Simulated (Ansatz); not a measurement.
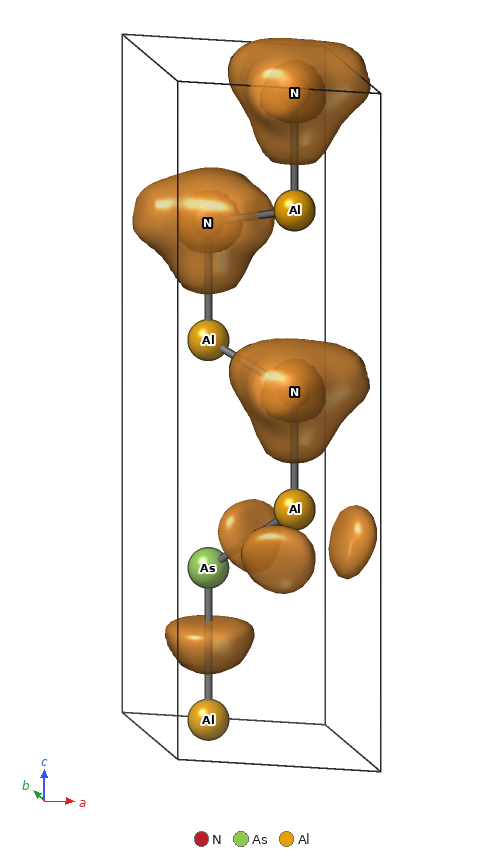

*Al$_{4}$AsN$_{3}$. Isosurface of the ELF at 0.75 (orange), seen slightly off an axis. Core shells and regions of very low density are left out. Sticks mark near contacts.*

Space group P3m1; started from the ordered alloy on wurtzite lattice prototype, which need not be the ambient phase; not relaxed (largest force 0.4 eV/Å); computed pressure about 4 GPa in this cell.

Theory: Ansatz 0.2.0, DFT, PBE, plane waves, PAW.

Core electrons are frozen (PAW), and the valence fields are smoothed inside the atomic spheres.

The calculation's input:

```
crystal:
  lattice:
    - [3.2938063756, 0.0, 0.0]
    - [-1.6469031878, 2.8525199964, 0.0]
    - [0.0, 0.0, 10.9429164002]
  atoms:
    - { symbol: "N", position: [0.6666666667, 0.3333333333, -0.0277213653] }
    - { symbol: "N", position: [0.6666666667, 0.3333333333, 0.5310451908] }
    - { symbol: "N", position: [0.3333333333, 0.6666666667, 0.7515227669] }
    - { symbol: As, position: [0.3333333333, 0.6666666667, 0.2422946947] }
    - { symbol: Al, position: [0.6666666667, 0.3333333333, 0.7986620768] }
    - { symbol: Al, position: [0.6666666667, 0.3333333333, 0.3575703022] }
    - { symbol: Al, position: [0.3333333333, 0.6666666667, 0.5782099234] }
    - { symbol: Al, position: [0.3333333333, 0.6666666667, 0.0184164104] }
kpoints:
  mp_grid: { grid: [12, 12, 2] }
  band_path:
    path:
      - [[0.0, 0.0, 0.0], [0.5, 5.729022394935e-17, -2.820942024407e-29], [0.3333333333333, 0.3333333333333, 3.690776464062e-18], [0.0, 0.0, 0.0], [-2.587556267945e-36, -3.8859590902e-35, 0.5], [0.5, 5.753631814458e-17, 0.5], [0.3333333333333, 0.3333333333333, 0.5], [-2.587556267945e-36, -3.8859590902e-35, 0.5]]
      - [[0.5, 5.753631814458e-17, 0.5], [0.5, 5.729022394935e-17, -2.820942024407e-29]]
      - [[0.3333333333333, 0.3333333333333, 0.5], [0.3333333333333, 0.3333333333333, 3.690776464062e-18]]
    npoints: 10
hamiltonian:
  xc: pbe
scf:
  occupations: { method: fermi_dirac, width: 0.02 }
  n_extra_bands: 6
output:
  forces: true
  stress: true
  eigenvalues: true
  write_density: true
  write_potential: true
  elf: true
  volumetric_format: npy
```

Command:

```sh
ansatz run input.yaml --threads 4 --pin off --max-ram 6451MiB --backend cpu --events-out ev --progress --plain --runs-dir out
```

Below, planes, directions and counts refer to the conventional cell (a = 3.29 Å, b = 3.29 Å, c = 10.94 Å, α = 90.00°, β = 90.00°, γ = 120.00°).

Describe the localisation domains.

The ELF exceeds this value in four regions between bonded Al–As atoms (shared pairs) and three regions on N in which the atom's valence shell and bonds are merged, counted in one cell of 8 atoms. Regions shared between cells count once. Along the contacts the grid gives the following. Al–N (1.90 Å): the ELF peaks at about 0.90 in the valence shell of N, 0.8 Å from its nucleus, and is about 0.85 at the midpoint. Al–As (2.28 Å): the ELF peaks at about 0.85 between the atoms (a covalent bond).
